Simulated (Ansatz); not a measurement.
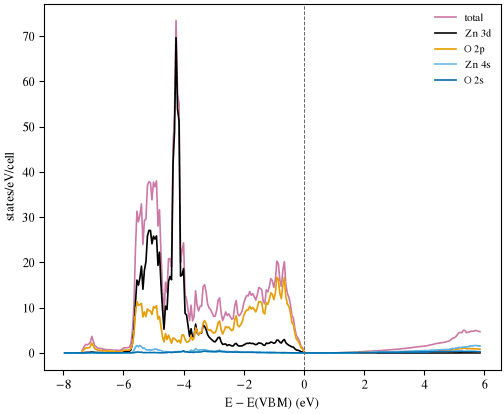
Figure: Total and projected density of states of Zn5InGaO8 in space group R3m (No. 160; Pearson symbol hR15), DFT-PBE in the program Ansatz with PAW potentials

Question: Which orbitals carry the states next to the gap?

Answer: Top 1 eV of the valence band: O 2p 82 %, Zn 3d 15 %. Bottom 1 eV of the conduction band: Zn 4s 39 %, O 2s 22 %, O 2p 20 %, In 5s 8 %, Ga 4s 8 %. Projections are on Löwdin-orthogonalised atomic valence shells; empty p or d shells of many metals are not among them.

Question: Where is the tallest occupied peak in this window, and what makes it?

Answer: Near -4.2 eV, about 73 states/eV per cell; the largest projected share is Zn 3d.

The start of the workflow was typed in or built on a structure type; neither database checked (COD, Materials Project) lists it. Its standing as an ambient phase is unchecked. The cell was relaxed with PBE under the symmetry of its start; its stability against distortions is not shown here. Scalar-relativistic: spin–orbit coupling is off unless named, which matters more the heavier the elements.

Potentials: the earlier of the program's two PAW sets.
